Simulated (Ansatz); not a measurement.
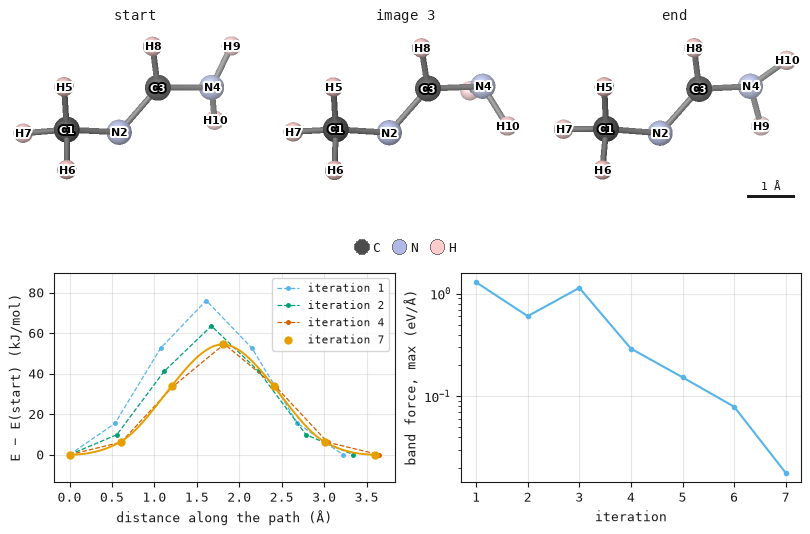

A nudged-elastic-band calculation for C₂H₆N₂. Images are numbered from 0 (start) to 6 (end). The plot follows the band through its iterations. A ball-and-stick model, seen at a tilt.

These are results of RKS PBE-D4/def2-SVP (Ansatz), not measurements. Set-up: 5 movable images; climbing image; force threshold 0.05 eV/Å; iteration limit 60; starting path by straight interpolation.

Q: How did the profile develop, and is the result final?

A: The run is converged, with reservations. The band converged in 7 iterations. The largest component of the band force went from 1.3 to 0.018 eV/Å. The climbing image converged on the top of the path. Its curvatures weren't checked. The straight starting path can push atoms close together and costs iterations. The first iteration put the highest image at 76.1 kJ/mol. The barrier is about 54.4 kJ/mol in both directions, with image 3 at the top; the ends have the same energy.

Cost: 2.5 min on 1 thread of Arm Neoverse N1, with other jobs on the host, peak memory 0.25 GiB.
